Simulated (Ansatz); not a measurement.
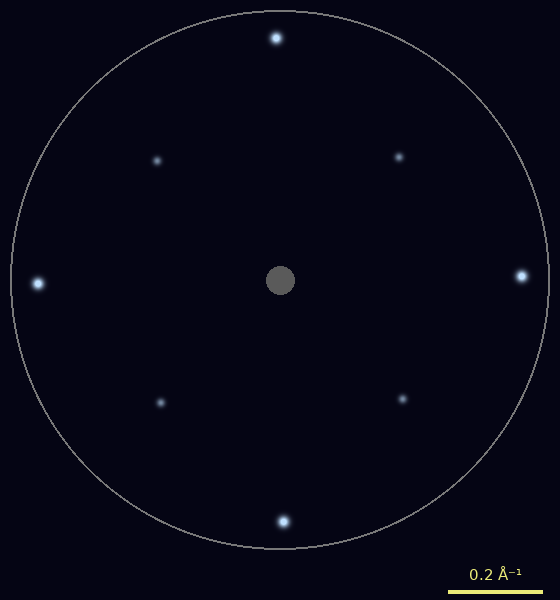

Simulated LEED pattern at 75 eV and normal incidence, from the upper face of a slab model. Spot positions follow from the surface net; brightness is a rough single-scattering estimate from the outer layers, good only for telling present from absent.

Q: What surface net do the spots show?

A: The spots form a square reciprocal net with shortest vectors 0.367 and 0.367 Å⁻¹ at 90.0°. The primitive real-space mesh has edges 2.72 and 2.72 Å at 90.0° (or its supplement) and area 7.4 Å².

The slab has composition CrN (2 atoms a cell, 0.0 Å thick). Structure: the end point of a relaxation with DFT PBE, scalar-relativistic, plane waves, PAW (Ansatz); the starting structure was generated, so it need not be a known form of this composition.

Q: Which atoms form the outermost layer?

A: The highest atoms of the upper face (within 0.6 Å of the top) are Cr, N; the spot positions alone do not show this.
